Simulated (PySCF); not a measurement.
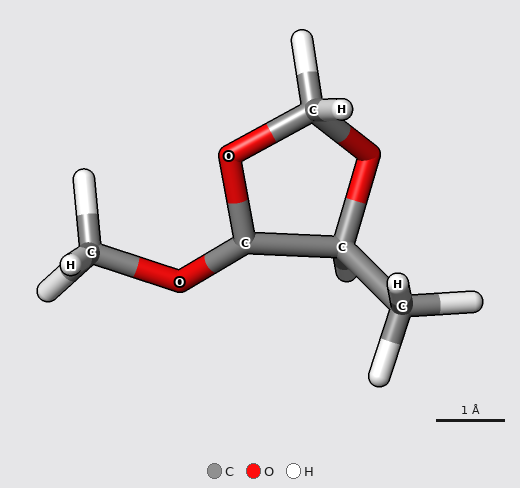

Fig. 1: The structure (stick view, seen at a tilt).

# Run report: C₅H₉O₃, EPR calculation

System: C₅H₉O₃, multiplicity 2.
Method: UKS B3LYP, pcH-1 on C H O, non-relativistic, mean-field spin-orbit, GIAO (PySCF 2.14.0).

It belongs to a series of runs on one base structure; here: H removed from sp3 C.

### What the program printed
```
UKS, coarse grid
  cycle   1  E = -421.40786545  |g| = 6.73e-01
  cycle   2  E = -421.19785202  |g| = 1.03e+00
  cycle   3  E = -421.55904721  |g| = 9.08e-02
  cycle   4  E = -421.56172580  |g| = 4.39e-02
  cycle   5  E = -421.56249777  |g| = 1.31e-02
  cycle   6  E = -421.56254652  |g| = 6.48e-03
  cycle   7  E = -421.56256356  |g| = 1.12e-03
  cycle   8  E = -421.56256437  |g| = 6.33e-04
UKS, final grid
  cycle   1  E = -421.56247549  |g| = 8.48e-04
  cycle   2  E = -421.56247515  |g| = 1.31e-03
  cycle   3  E = -421.56247578  |g| = 1.35e-04
  cycle   4  E = -421.56247578  |g| = 2.65e-05
E = -421.56247578 Eh   <S^2> = 0.7529 (exact 0.7500)
g shifts (ppm)      1          2          3
  rmc          -231       -231       -231
  gc             15         50         26
  oz_so         -88       1249       2056
  total        -304       1069       1852
hyperfine (MHz)  atom isotope    a_iso     a_fc   dipolar eigenvalues
    0   13C      -1.31      -1.31     -1.79     -0.63      2.42
    1   17O     -37.76     -37.76    -57.56     27.22     30.33
    2   13C     319.61     319.61    -69.17    -67.24    136.42
    3   17O     -59.87     -59.87    -44.65     21.65     23.00
    4   13C      10.53      10.53     -2.17     -2.01      4.17
    5   17O      -0.72      -0.72     -4.56      2.17      2.40
    6   13C      35.87      35.87     -3.50     -2.27      5.77
    7   13C      36.51      36.51     -1.97     -1.86      3.82
    8    1H      12.34      12.34     -4.21     -3.57      7.78
    9    1H      -1.72      -1.72     -2.78     -2.50      5.28
   10    1H      12.74      12.74     -3.24     -2.52      5.76
   11    1H       5.21       5.21     -3.40     -2.81      6.21
   12    1H       5.83       5.83     -2.89     -1.82      4.72
   13    1H      24.98      24.98     -4.42     -3.78      8.20
   14    1H      -1.13      -1.13     -4.33     -2.79      7.12
   15    1H       6.24       6.24     -1.88     -1.70      3.58
   16    1H       0.07       0.07     -3.90     -2.70      6.60
```

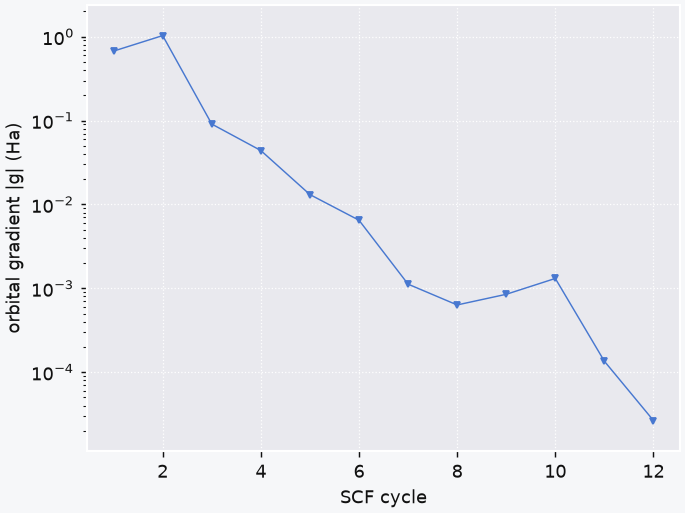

Fig. 2: Convergence of the self-consistent field: orbital gradient |g| against the SCF cycle. All cycles printed in the log are drawn one after another.

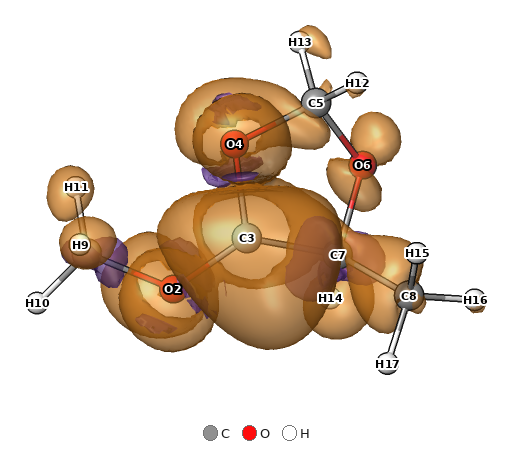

Fig. 3: Isosurfaces of the spin density at +0.005 (orange) and −0.005 e/Å³ (purple), seen face on. The unpaired spin (1 electron) lies mostly on C3 (about 0.6), O2 (about 0.2) and O4 (about 0.1), in electrons by Hirshfeld's partition.

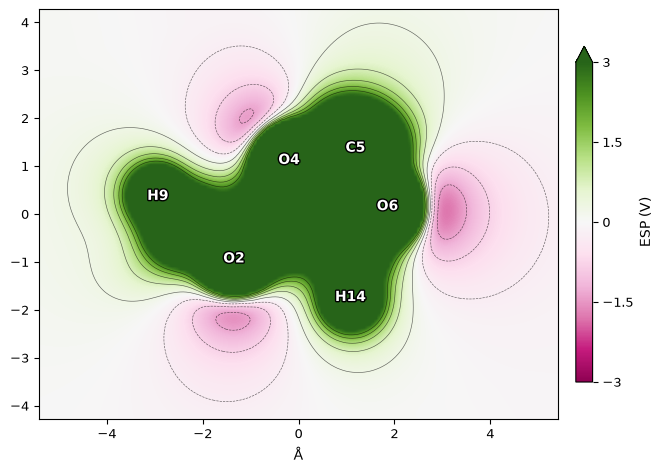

Fig. 4: Electrostatic potential on the plane of atoms O4, C5 and O6.

This output came from the following input.

### Input
```
{"job": {"kind": "epr", "basis": "pcH-1"}, "charge": 0, "multiplicity": 2}
C      2.698980     0.307509    -0.376882
O      1.571062    -0.522023    -0.535010
C      0.364028     0.055535    -0.254446
O      0.346990     1.084612     0.680492
C     -0.835787     0.935846     1.422397
O     -1.271051    -0.380098     1.298735
C     -0.807361    -0.854961     0.034740
C     -1.892817    -0.776205    -1.041160
H      2.625218     1.193994    -1.014296
H      3.557806    -0.292409    -0.671071
H      2.801162     0.631314     0.662701
H     -1.590890     1.652448     1.044773
H     -0.628580     1.148798     2.476926
H     -0.488238    -1.895871     0.164344
H     -2.210298     0.253396    -1.185514
H     -2.750100    -1.371613    -0.739266
H     -1.497123    -1.158244    -1.977375
```

The first line tells a small driver script what to run in PySCF; the rest is the geometry in Å.

Launch command:
```bash
OMP_NUM_THREADS=1 python <driver script> task.json out
```

### Summary

```csv
quantity,value
outcome,converged
total energy,−421.562476 hartree
⟨S²⟩,0.753
isotropic g,2.0032
hardware,"1 CPU thread, shared host"
wall time,68 s
peak memory,0.97 GiB
```
